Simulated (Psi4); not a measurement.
**SiNH3ClO (SMILES [NH][SiH](O)Cl) at UBHLYP/def2-SVP**

Aim: the vertical ionisation energy of SiNH3ClO at UBHLYP/def2-SVP, from 2 runs. Input form: a Python script.

The results are computed with Psi4 1.11.

## (1) The molecule

The species is SiNH3ClO (7 atoms), meant as a doublet with charge 0. As SMILES, `[NH][SiH](O)Cl`. The shape is that of a PBE0-D4/def2-TZVP optimisation. This is one conformer, not always the lowest.

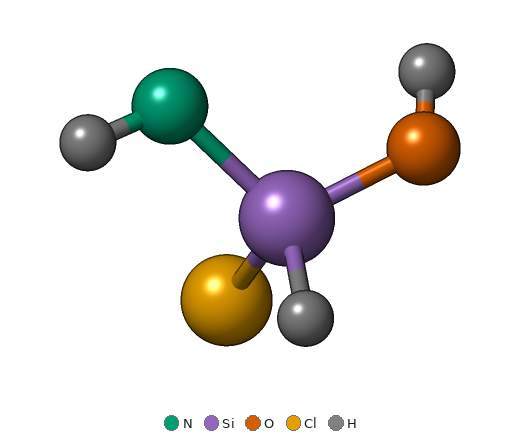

The structure, seen from a chosen angle (nitrogen teal, silicon purple, oxygen orange, chlorine amber, hydrogen grey).

## (2) Energy and forces at UBHLYP/def2-SVP

run.py

```python
import psi4

psi4.set_memory('2200 MB')
psi4.set_num_threads(1)
psi4.set_output_file('run.log', False)

geom = psi4.geometry("""
0 2
N     -0.309900     1.111500    -0.879100
Si    -0.073900    -0.114300     0.330400
O      1.465600    -0.630300     0.304800
Cl    -1.390000    -1.593900    -0.221000
H     -1.151500     1.677300    -0.756300
H     -0.348600     0.280200     1.724700
H      1.869600    -0.798400    -0.549200
symmetry c1
""")

options = {'basis': 'def2-SVP', 'reference': 'uks', 'puream': True, 'e_convergence': 1e-09, 'd_convergence': 1e-08, 'scf_type': 'pk', 'dft_radial_points': 99, 'dft_spherical_points': 590, 'maxiter': 100}
psi4.set_options(options)

e_tot, wfn = psi4.gradient('bhhlyp', molecule=geom, return_wfn=True)
psi4.oeprop(wfn, 'MAYER_INDICES', 'QUADRUPOLE', 'DIPOLE')
print('gradient / Eh bohr^-1')
print(e_tot.np.round(6))
print(f'energy = {wfn.energy():.10f} Eh')
```

The run is started by

```
$ python run.py
```

run.log (excerpt; [...] marks lines left out):

```text
[...]
  Running in c1 symmetry.
[...]
  Nuclear repulsion =  216.933065285409384
[...]
  Multiplicity = 2
[...]
  Nalpha       = 25
  Nbeta        = 24
[...]
    Number of basis functions: 79
[...]
   @UKS iter   1:  -880.83140722004634   -3.55230e-01   9.37716e-03 ADIIS/DIIS
[...]
   @UKS iter  18:  -881.11453141720870    3.41061e-13   3.57568e-09 DIIS
[...]
   @S^2 Observed:                7.537821054E-01
[...]
    Orbital Energies [Eh]
    ---------------------
    Alpha Occupied:
       1A   -102.759202     2A    -67.204160     3A    -19.697888
       4A    -14.834906     5A     -9.875120     6A     -7.531127
       7A     -7.526452     8A     -7.526204     9A     -5.674951
      10A     -3.943914    11A     -3.942222    12A     -3.941050
      13A     -1.144312    14A     -0.971926    15A     -0.929537
      16A     -0.658441    17A     -0.571722    18A     -0.513491
      19A     -0.486085    20A     -0.454390    21A     -0.428769
      22A     -0.404561    23A     -0.388248    24A     -0.382036
      25A     -0.366565
    Alpha Virtual:
[...]
  @UKS Final Energy:  -881.11453141720870
   => Energetics <=
    Nuclear Repulsion Energy =            216.9330652854093842
    One-Electron Energy =               -1648.0926148156854651
    Two-Electron Energy =                 583.9200526274464664
    DFT Exchange-Correlation Energy =     -33.8750345143790881
    Empirical Dispersion Energy =           0.0000000000000000
    VV10 Nonlocal Energy =                  0.0000000000000000
    Total Energy =                       -881.1145314172086955
[...]
  -Total Gradient:
     Atom            X                  Y                   Z
    ------   -----------------  -----------------  -----------------
       1        0.002387384056    -0.003362000416     0.000057384548
       2        0.003199465112    -0.003695851781    -0.006939229132
       3       -0.007274055219     0.003051911138     0.006485000062
       4        0.002509250268     0.003479236100     0.000868834604
       5       -0.002016033113     0.000885652607     0.001150184190
       6        0.000016311985     0.000322677167     0.003310504634
       7        0.001187692066    -0.000686724478    -0.004933503904
[...]
 Multipole Moments:
 ------------------------------------------------------------------------------------
     Multipole            Electronic (a.u.)      Nuclear  (a.u.)        Total (a.u.)
 ------------------------------------------------------------------------------------
 L = 1.  Multiply by 2.5417464519 to convert [e a0] to [Debye]
 Dipole X            :         -2.3116601            2.2495956           -0.0620645
 Dipole Y            :         -3.1518598            3.5833792            0.4315194
 Dipole Z            :         -0.7904882            0.7165335           -0.0739547
 Magnitude           :                                                    0.4421881
 L = 2.  Multiply by 1.3450342976 to convert [e a0^2] to [Debye ang]
 Quadrupole XX       :       -210.1667472          183.2538247          -26.9129225
 Quadrupole XY       :        -63.6070923           60.8697022           -2.7373901
[...]
```

Standard output:

```text
gradient / Eh bohr^-1
[[ 2.387e-03 -3.362e-03  5.700e-05]
 [ 3.199e-03 -3.696e-03 -6.939e-03]
 [-7.274e-03  3.052e-03  6.485e-03]
 [ 2.509e-03  3.479e-03  8.690e-04]
 [-2.016e-03  8.860e-04  1.150e-03]
 [ 1.600e-05  3.230e-04  3.311e-03]
 [ 1.188e-03 -6.870e-04 -4.934e-03]]
energy = -881.1145314172 Eh
```

Wall time 34 s (1 thread of Intel Xeon Platinum 8259CL at 2.50GHz (Skylake/Cascade Lake), shared host); peak memory 1 GiB.

## (3) The singlet cation: the energy at BHLYP/def2-SVP

run.py

```python
import psi4

psi4.set_memory('2200 MB')
psi4.set_num_threads(1)
psi4.set_output_file('clh3nosi.out', False)

geom = psi4.geometry("""
1 1
N     -0.309900     1.111500    -0.879100
Si    -0.073900    -0.114300     0.330400
O      1.465600    -0.630300     0.304800
Cl    -1.390000    -1.593900    -0.221000
H     -1.151500     1.677300    -0.756300
H     -0.348600     0.280200     1.724700
H      1.869600    -0.798400    -0.549200
symmetry c1
""")

psi4.set_options({
    'puream': True,
    'e_convergence': 1e-09,
    'd_convergence': 1e-08,
    'scf_type': 'pk',
    'dft_radial_points': 99,
    'dft_spherical_points': 590,
})

result, w = psi4.energy("bhhlyp/def2-SVP", return_wfn=True)
psi4.oeprop(w, "WIBERG_LOWDIN_INDICES", "QUADRUPOLE", "MAYER_INDICES", title="BHHLYP")
print('E =', round(result, 9))
```

The run is started by

```
$ python run.py
```

clh3nosi.out (excerpt; [...] marks lines left out):

```text
[...]
  Running in c1 symmetry.
[...]
  Nuclear repulsion =  216.933065285409384
[...]
  Multiplicity = 1
[...]
  Nalpha       = 24
  Nbeta        = 24
[...]
    Number of basis functions: 79
[...]
   @RKS iter   1:  -880.48559249053608   -9.41529e-03   7.92631e-03 ADIIS/DIIS
[...]
   @RKS iter  17:  -880.68446827519722   -7.95808e-12   7.27660e-09 DIIS
[...]
    Orbital Energies [Eh]
    ---------------------
    Doubly Occupied:
       1A   -103.019650     2A    -67.442207     3A    -19.906924
       4A    -15.216356     5A    -10.133041     6A     -7.789452
       7A     -7.784382     8A     -7.782607     9A     -5.914973
      10A     -4.183681    11A     -4.182713    12A     -4.180182
      13A     -1.349887    14A     -1.265312    15A     -1.172305
      16A     -0.901387    17A     -0.836585    18A     -0.757241
      19A     -0.711650    20A     -0.676260    21A     -0.658249
      22A     -0.633382    23A     -0.611037    24A     -0.608742
[...]
  @RKS Final Energy:  -880.68446827519722
   => Energetics <=
    Nuclear Repulsion Energy =            216.9330652854093842
    One-Electron Energy =               -1635.6937211936578933
    Two-Electron Energy =                 571.7400614219782256
    DFT Exchange-Correlation Energy =     -33.6638737889269279
    Empirical Dispersion Energy =           0.0000000000000000
    VV10 Nonlocal Energy =                  0.0000000000000000
    Total Energy =                       -880.6844682751972186
[...]
 Multipole Moments:
 ------------------------------------------------------------------------------------
     Multipole            Electronic (a.u.)      Nuclear  (a.u.)        Total (a.u.)
 ------------------------------------------------------------------------------------
 L = 1.  Multiply by 2.5417464519 to convert [e a0] to [Debye]
 Dipole X            :         -2.6353423            2.2495956           -0.3857468
 Dipole Y            :         -1.8760103            3.5833792            1.7073689
 Dipole Z            :         -1.2575940            0.7165335           -0.5410605
 Magnitude           :                                                    1.8321178
 L = 2.  Multiply by 1.3450342976 to convert [e a0^2] to [Debye ang]
 Quadrupole XX       :       -205.6543208          183.2538247          -22.4004961
 Quadrupole XY       :        -62.6507110           60.8697022           -1.7810089
[...]
```

The script printed:

```text
E = -880.684468275
```

Run time: 16 s. Hardware: 1 thread of Intel Xeon Platinum 8259CL at 2.50GHz (Skylake/Cascade Lake), shared host; peak memory 1 GiB.

## (4) Summary of results

At UBHLYP/def2-SVP:

| quantity | value |
| --- | --- |
| doublet SiNH3ClO: total energy | -881.11453 Eh |
| doublet SiNH3ClO: dipole moment | 1.12 D |
| doublet SiNH3ClO: HOMO energy (highest over α and β) | -9.51 eV |
| doublet SiNH3ClO: LUMO energy (lowest over α and β) | -2.02 eV |
| doublet SiNH3ClO: ⟨S²⟩ | 0.754 |
| doublet SiNH3ClO: largest force on an atom | 0.525 eV/Å |
| singlet cation: total energy | -880.68447 Eh |
| singlet cation: HOMO energy | -16.56 eV |
| singlet cation: LUMO energy | -12.45 eV |
| singlet cation: HOMO–LUMO gap | 4.12 eV |
| vertical ionisation energy (to the singlet cation) | 11.703 eV |

The vertical ionisation energy comes to 11.70 eV (270 kcal/mol). The largest force (doublet SiNH3ClO) is 0.53 eV/Å: the shape isn't a stationary point for this species at this level. Only the singlet of the ionised species was computed; a triplet could lie lower.
